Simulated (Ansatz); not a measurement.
# k-point convergence of GW for ZnIF (1T monolayer (Janus))

Aim: the G0W0 gap of ZnIF (1T monolayer (Janus)) on a series of meshes, at fixed bands and cutoff.

Main program and level: Ansatz 0.2.0; G0W0 on PBE, plane waves, PAW.

## (1) The structure

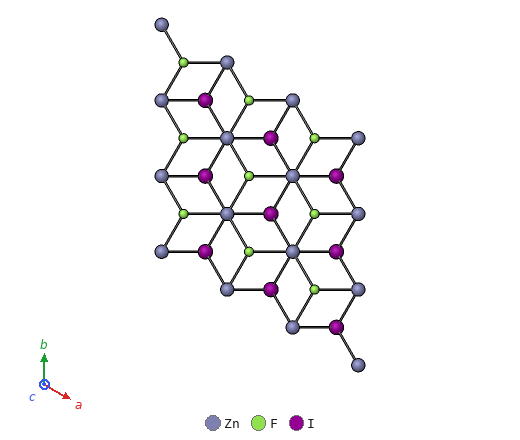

The cell as given, from above (zinc blue, fluorine green, iodine purple). 3×3×1 cells are drawn. Some periodic images of atoms are drawn too.

The cell holds 3 atoms: 1 Zn, 1 F and 1 I. Its edges and angles: a = 3.754 Å, b = 3.754 Å, c = 28.200 Å, α = 90.0°, β = 90.0°, γ = 120.0°. Vacuum lies along c.

The structure was relaxed with PBE. The runs that relaxed it are not among those shown. Spin-orbit coupling is left out unless a step names it. The default PAW set here is soft_2. Its files were made with PBE. The Coulomb interaction is cut off across the vacuum.

## (2) The 3×3×1 mesh

Now the one-shot GW correction: screening in the RPA, then the self-energy of the levels asked for.

Input file input.yaml:

```yaml
crystal:
  lattice:
    - [3.7535973276, 0.0, 0.0]
    - [-1.8767986638, 3.2507106413, 0.0]
    - [0.0, 0.0, 28.2]
  atoms:
    - { symbol: Zn, position: [0.0, 0.0, 0.5154609544] }
    - { symbol: F, position: [0.3333333333, 0.6666666667, 0.5444144043] }
    - { symbol: I, position: [0.6666666667, 0.3333333333, 0.4555855957] }
  periodic: [true, true, false]
kpoints:
  mp_grid: { grid: [3, 3, 1] }
hamiltonian:
  xc: pbe
scf:
  occupations: { method: fixed }
gw:
  n_empty_bands: 212
  ecut_chi: 42.0
  qp_bands: [v2, c2]
  qp_kpoints: band_edges
  screening: { model: contour_deformation }
```

Started as:

```bash
$ ansatz run input.yaml --threads 4 --pin off --max-ram 13824MiB --backend cpu --events-out ev --progress --plain --runs-dir out
```

Numbers of over 12 decimals in the logs are rounded to 6 here.

What it wrote:

```text
Engine: ansatz 0.2.0, aarch64-unknown-linux-gnu
Pseudopotentials: kind: paw
Pseudopotential: Zn, paw, valence charge 12, recommended cutoff 420 eV (normal), Zn.paw.azcp
Pseudopotential: F, paw, valence charge 7, recommended cutoff 420 eV (normal), F.paw.azcp
Pseudopotential: I, paw, valence charge 17, recommended cutoff 420 eV (normal), I.paw.azcp
Functional definition: PBE
  parameter kappa = 0.804
  parameter beta = 0.066725
  exchange = pbe_x(kappa = kappa, mu = beta*pi^2/3)
  correlation = pbe_c(beta = beta)
Crystal: 3 atoms, lattice volume = 344.092 Å³
Basis set: ecut = 420 eV, 6779 PW (Γ)
Bands: 22, of which v1, the nominal top of the filled ones, is band 18 counted from 1 (17 counted from 0)
Symmetry: 6 space group operations
Space group: P3m1 (ITA 156), of the structure as read, at distance tolerance 7.0e-5 Å
k-points: 3 of 9 (time reversal used)
Non-local potential: Zn, projectors of the file, l = 0: 2, l = 1: 2, l = 2: 3, l = 3: 1
Non-local potential: F, projectors of the file, l = 0: 2, l = 1: 2, l = 2: 1
Non-local potential: I, projectors of the file, l = 0: 2, l = 1: 2, l = 2: 2, l = 3: 2
PAW form: soft (Blöchl's): semilocal exchange-correlation on the pseudo side does not see the compensation charge
PAW one-centre angular grid: Zn, 590 points (default); XC on 64 Gauss nodes
PAW one-centre angular grid: F, 110 points (default); XC on 64 Gauss nodes
PAW one-centre angular grid: I, 590 points (default); XC on 64 Gauss nodes
Initial density: superposition of atomic densities (neutral atoms: chi_scale 0, normalization atom), corrected by the library's trained network
Initial wavefunctions: pseudopotential atomic-orbital guess
Functional: x = pbe(κ = 0.804, μ = 0.219515), c = pbe(β = 0.066725)
SCF iter   1: F=—  HF=-11640.621836 eV  |F-HF|=—  |Δ(HF+E_count)|=         —  Δρ=1.99e-3  dr2=2.20e-2  ethr=1.77e-3  ⟨swp⟩=8.3  Hψ=333  notcnv=0  defer=6
preconditioner: auto → none  [insulator: Δε(μ)=1.389 eV  Ē_g=10.352 eV  n_scr=16 (ndim 8)  ℏωp=9.8 eV  f_vac=0.791  ε∞_Penn≈1.9]
SCF iter   2: F=—  HF=-11640.617274 eV  |F-HF|=—  |Δ(HF+E_count)|=   4.56e-3  Δρ=9.21e-4  dr2=7.28e-3  ethr=6.12e-5  ⟨swp⟩=5.3  Hψ=224  notcnv=0  defer=6
SCF iter   3: F=—  HF=-11640.618784 eV  |F-HF|=—  |Δ(HF+E_count)|=   1.51e-3  Δρ=9.48e-4  dr2=1.34e-2  ethr=2.02e-5  ⟨swp⟩=5.7  Hψ=156  notcnv=0  defer=6
SCF iter   4: F=—  HF=-11640.616802 eV  |F-HF|=—  |Δ(HF+E_count)|=   1.98e-3  Δρ=2.47e-4  dr2=1.87e-4  ethr=2.02e-5  ⟨swp⟩=4.3  Hψ=128  notcnv=0  defer=6
SCF iter   5: F=—  HF=-11640.617079 eV  |F-HF|=—  |Δ(HF+E_count)|=   2.77e-4  Δρ=7.02e-5  dr2=1.25e-5  ethr=5.20e-7  ⟨swp⟩=4.7  Hψ=177  notcnv=0  defer=6
SCF iter   6: F=—  HF=-11640.617109 eV  |F-HF|=—  |Δ(HF+E_count)|=   2.95e-5  Δρ=2.48e-5  dr2=1.55e-6  ethr=3.46e-8  ⟨swp⟩=3.0  Hψ=112  notcnv=0  defer=6
SCF iter   7: F=-11640.617111 eV  HF=-11640.617111 eV  |F-HF|=2.50e-8  |Δ(HF+E_count)|=   2.16e-6  Δρ=6.34e-6  dr2=8.55e-8  ethr=2.78e-10  ⟨swp⟩=17.0  Hψ=490  notcnv=0
SCF 1 converged in 7 iterations: F = -11640.617111 eV  dr2 = 8.55e-8
[...]
NSCF: frozen V_eff on 3 k-points
G₀W₀ screening: q 1/3
[... further progress lines ...]
NSCF: frozen V_eff on 1 k-points
SCF converged after 7 iterations
Free energy (F): -11640.617111 eV
Harris-Foulkes:  -11640.617111 eV  (|F-HF|=2.50e-8)
Internal energy: -11640.617111 eV  (E = F + TS)
E sigma→0 (E₀):  -11640.617111 eV
Fermi energy:    -5.402267 eV
--- Per-component energies (eV) ---
  E_band       = -814.493886
  E_kinetic    = 524.788218
  E_local      = -59297.871923  (includes V_loc(G=0)·N_el)
  E_nonlocal   = 602.701707
  E_hartree    = 29262.756398
  E_xc         = -342.781613
  E_vxc        = -279.885288  (∫ρ·V_xc dr)
  E_paw        = -6850.450515  (= ΣΔE_a)
  E_vpaw       = -889.761713  (= ΣTr[D̂ρ^β])
  E_aug_tail   = 0.001733  (compensation charges beyond the density's cutoff)
  E_ewald      = 24460.238883
  E_smearing   = -0.000000  (= −TS)
  E_closure    = -0.000000  (closes the sum)
  Σ components = -11640.617111   (vs F -11640.617111, Δ=0.00e0)
--- Band table (eV) ---
  k-point 0: bands = [... 14 lower, -9.0224, -8.2212, -5.4023, -5.4023, -4.0321, -0.8171 (-0.8185°), -0.2890, 0.2647]
  k-point 1: bands = [... 14 lower, -9.3764, -8.4357, -7.5234, -6.1721, -3.1408, -0.8519, 0.3846, 1.2598]
  k-point 2: bands = [... 14 lower, -9.4493, -8.9428, -7.9486, -6.9194, -2.8171, 0.1208, 1.1920, 1.5800]
  ° read free of the cell's end (the report's vacuum.weakly_bound_levels)
--- G₀W₀: contour deformation, 6 samples at zero and on the imaginary axis and 1 off it, 9 q-points, 212 empty bands' worth ---
  eigenvalues of the whole cell's RPA ε∞ on this k-mesh (on a slab, of 1 + 4πα/V) = 1.1304, 2.4716, 2.4716; static W/v taken at q = 0 is 0.578866
  gw.qp_kpoints: band_edges: 2 of 3 stored k-points solved, in 1 pass; an edge of the gap read off the rows below is read off those points alone
    valence top: of the k-points left out ik 2 came nearest to being solved in a further pass, in band 18 (counted from 1, as in the quasiparticle table): it holds the edge there only if its correction is more favourable than any solved in that band by at least 1.517 eV; those differ by 0.104 eV
    conduction bottom: of the k-points left out ik 2 came nearest to being solved in a further pass, in band 19 (counted from 1, as in the quasiparticle table): it holds the edge there only if its correction is more favourable than any solved in that band by at least 1.215 eV; those differ by 0.193 eV
  `?` marks the rows in doubt; gw_qp.tsv's column doubts and the gw_qp event give each row's grounds
    ik  band        ε_KS         Σx   Σc(E_QP)       V_xc       Z   E_QP_lin       E_QP  E_QP is
     0    17     -5.4023   -19.5230     2.3341   -16.6483  0.7236    -5.9674    -5.9429  root
     0    18     -5.4023   -19.5230     2.3341   -16.6483  0.7236    -5.9674    -5.9429  root
     0    19     -4.0321    -7.3169    -3.2615   -11.3626  0.7544    -3.1871    -3.2479  root
     0    20     -0.8171    -2.7261    -2.0427    -5.1404  0.8191    -0.4382    -0.4456  root
     1    17     -7.5234   -21.1875     3.2531   -17.1324  0.6857    -8.3716    -8.3254  root
     1    18     -6.1721   -19.9936     2.6229   -16.7262  0.7131    -6.8562    -6.8166  root
     1    19     -3.1408   -10.2148    -3.4522   -14.6441  0.7333    -2.0355    -2.1638  root ?
     1    20     -0.8519    -5.4252    -3.3634    -9.4337  0.7525    -0.1716    -0.2068  root
```

The job ended after 17 s (4 threads of Arm Neoverse V1, shared host; peak memory 1.5 GiB).

Reading the cycles: dr2 is the Hartree energy of the density residual (eV), the measure of convergence; HF is the Harris–Foulkes estimate of the energy, which meets the free energy F at convergence.

This step gave:

```
bands summed                                 : 230
plane waves in the screening matrix          : 179
q-points in the mesh                         : 9
G0W0 gap on the mesh                         : 2.695 eV
k of the valence top                         : 0, 0, 0
k of the conduction bottom                   : 0, 0, 0
starting gap on the mesh                     : 1.370 eV
Z at the valence top                         : 0.7236
Z at the conduction bottom                   : 0.7544
least direct G0W0 gap on the computed points : 2.695 eV
```

The gap on the mesh goes from 1.37 eV to 2.70 eV, a correction of +1.32 eV. Between the two edge states, bare exchange in place of the xc potential would open the gap by 6.92 eV, and correlation takes back 5.60 eV.

## (3) The 6×6×1 mesh

Only the mesh changes. It samples the long-range screening, which converges on its own terms.

input.yaml, as its differences from that of step 2:

```diff
@@ -11,3 +11,3 @@
 kpoints:
-  mp_grid: { grid: [3, 3, 1] }
+  mp_grid: { grid: [6, 6, 1] }
 hamiltonian:
```

What it wrote:

```text
[...]
Crystal: 3 atoms, lattice volume = 344.092 Å³
Basis set: ecut = 420 eV, 6779 PW (Γ)
Bands: 22, of which v1, the nominal top of the filled ones, is band 18 counted from 1 (17 counted from 0)
[... 1 set-up line as in the run before ...]
[...]
k-points: 7 of 36 (time reversal used)
[...]
SCF iter   1: F=—  HF=-11640.793864 eV  |F-HF|=—  |Δ(HF+E_count)|=         —  Δρ=1.40e-3  dr2=1.75e-2  ethr=1.77e-3  ⟨swp⟩=8.7  Hψ=859  notcnv=0  defer=13
[...]
SCF iter   8: F=-11640.791563 eV  HF=-11640.791563 eV  |F-HF|=2.26e-8  |Δ(HF+E_count)|=   8.80e-7  Δρ=4.42e-6  dr2=5.41e-8  ethr=2.78e-10  ⟨swp⟩=16.7  Hψ=1143  notcnv=0
SCF 1 converged in 8 iterations: F = -11640.791563 eV  dr2 = 5.41e-8
[...]
NSCF: frozen V_eff on 7 k-points
G₀W₀ screening: q 1/7
[... further progress lines ...]
SCF converged after 8 iterations
Free energy (F): -11640.791563 eV
[...]
3    17     -7.2257   -20.8443     2.7086   -17.1034  0.7496    -8.3251    -8.2579  root ?
     3    18     -6.4210   -20.1412     2.3187   -16.9329  0.7585    -7.3532    -7.3105  root
     3    19     -3.5350   -10.0669    -2.9802   -14.2695  0.7833    -2.1877    -2.3126  root ?
     3    20     -0.3697    -6.4931    -3.3281   -10.7733  0.7914     0.6275     0.5825  root
     5    17     -7.3131   -20.5790     2.7869   -16.8075  0.7368    -8.3660    -8.2976  root ?
     5    18     -7.1265   -21.1468     2.7416   -17.3735  0.7473    -8.2301    -8.1582  root ?
     5    19     -3.0461   -10.5015    -2.8622   -14.9307  0.7758    -1.6100    -1.4790  root ?
     5    20      0.1230    -5.7355    -3.1930    -9.8689  0.7837     1.1024     1.0634  root
     6    17     -7.9891   -23.4065     4.0077   -18.2350  0.6992    -9.2477    -9.1528  root ?
     6    18     -6.9617   -21.6652     2.6731   -17.9542  0.7552    -8.0666    -7.9995  root ?
     6    19     -2.8352   -10.8703    -2.9677   -15.4337  0.7703    -1.3405    -1.2395  root ?
     6    20      0.0995    -6.4102    -3.3357   -10.7370  0.7768     1.1184     1.0906  root
[key lines of the parts left out:]
Fermi energy:    -5.464160 eV
```

Wall time 63 s (4 threads); peak memory 2 GiB.

This step gave:

| Item | Value |
| --- | --- |
| bands summed | 230 |
| plane waves in the screening matrix | 179 |
| q-points in the mesh | 36 |
| G0W0 gap on the mesh | 3.228 eV |
| k of the valence top | 0, 0, 0 |
| k of the conduction bottom | 0, 0, 0 |
| starting gap on the mesh | 1.414 eV |
| Z at the valence top | 0.7744 |
| Z at the conduction bottom | 0.8029 |
| least direct G0W0 gap on the computed points | 3.228 eV |

Against the run with 3×3×1 mesh, 212 empty bands, screening to 42 eV, the gap moves by +0.53 eV, while the start moved by +0.04 eV.

## (4) The 9×9×1 mesh

input.yaml, as its differences from that of step 3:

```diff
@@ -11,3 +11,3 @@
 kpoints:
-  mp_grid: { grid: [6, 6, 1] }
+  mp_grid: { grid: [9, 9, 1] }
 hamiltonian:
```

What it wrote:

```text
[...]
Crystal: 3 atoms, lattice volume = 344.092 Å³
Basis set: ecut = 420 eV, 6779 PW (Γ)
Bands: 22, of which v1, the nominal top of the filled ones, is band 18 counted from 1 (17 counted from 0)
[... 1 set-up line as in the run before ...]
[...]
k-points: 12 of 81 (time reversal used)
[...]
9    19     -2.9054   -10.5706    -3.0421   -15.0919  0.7805    -1.4063    -1.4263  root ?
[...]
11    17     -7.9920   -23.4280     3.9614   -18.2465  0.7050    -9.2816    -9.2121  root
    11    18     -6.9649   -21.6725     2.6297   -17.9599  0.7619    -8.1004    -8.0479  root
    11    19     -2.8367   -10.8705    -3.0520   -15.4343  0.7771    -1.3056    -1.3249  root
    11    20      0.0975    -6.4097    -3.2860   -10.7376  0.7917     1.1609     1.1392  root
[key lines of the parts left out:]
SCF converged after 8 iterations
Free energy (F): -11640.795452 eV
Fermi energy:    -5.468947 eV
```

Elapsed: 3.6 min, on 4 threads; peak memory 2 GiB; 14 min of CPU time.

Numbers from this step:

- bands summed: 230
- plane waves in the screening matrix: 179
- G0W0 gap on the mesh: 3.306 eV
- k of the valence top: 0, 0, 0
- k of the conduction bottom: 0, 0, 0
- starting gap on the mesh: 1.417 eV
- least direct G0W0 gap on the computed points: 3.306 eV

Against the run with 6×6×1 mesh, 212 empty bands, screening to 42 eV, the gap moves by +0.08 eV.

## (5) The meshes together

Times are wall times on 4 threads of Arm Neoverse V1, shared host, good to a factor of about two.

```
 mesh  points  irreducible  start (eV)  G0W0 (eV)  shift (eV)  mean of 1 + 4πα/V (set by the cell height)     time
3×3×1       9            3       1.370      2.695      +1.325                                        2.02     17 s
6×6×1      36            7       1.414      3.228      +1.814                                        1.64     63 s
9×9×1      81           12       1.417      3.306      +1.889                                        1.59  3.6 min
```

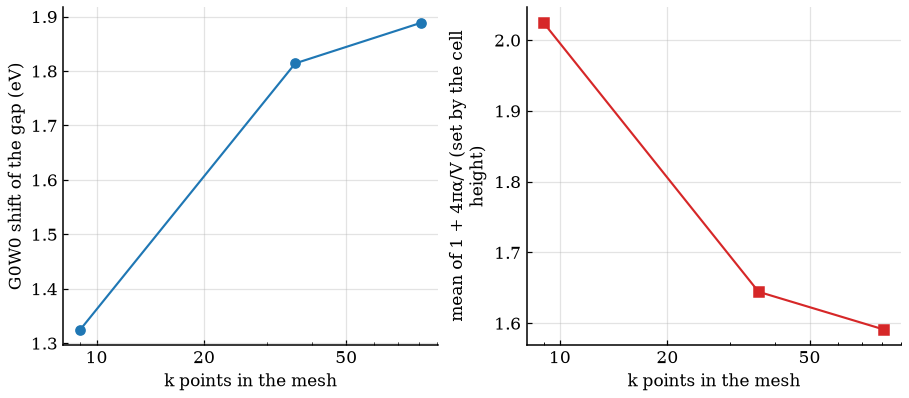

Shift and screening against the mesh.

## (6) Summary of results

* 3×3×1: 2.695 eV (shift +1.325)
* 6×6×1: 3.228 eV (shift +1.814)
* 9×9×1: 3.306 eV (shift +1.889)
* settings: PBE start, 212 empty bands, 42 eV

What this shows: The shift is +1.32 eV on 3×3×1 and +1.89 eV on 9×9×1; the last step moves it by +0.075 eV. The mean of 1 + 4πα/V (set by the cell height) ranges from 1.59 to 2.02 and ends at 1.59; the coarsest mesh overstates it. From 9 to 81 points the time grows 13-fold. Bands and cutoff are modest here, so the values stand off the basis limit. The mesh in the plane is coarse for a sheet; gap and any exciton binding can still move on denser ones. A d shell, filled or nearly so, lies near the gap. One-shot GW converges very slowly in bands there, not always from below, and on a semilocal start the gap tends to come out low; starts rich in exact exchange can overshoot instead. The many-body steps are scalar-relativistic: spin-orbit coupling is not in them.

[Paths, hosts, dates, memory and timing lines, banners, echoed tables and standing remarks are left out of the program output.]

[Logs are printed without paths, hosts, clocks, repeated set-up lines and the standing remarks that a program may print on its own settings, such as how far it seeks lower states.]

[Runs of the session that timed out or met a known fault of the program may be left out.]

[Cells called generated may have been cut or substituted from an entry of the Crystallography Open Database or the Materials Project.]

[Hosts, paths, dates, database ids (printed as entryN), source tags and the programs' standing remarks are cut or masked in the printed files.]
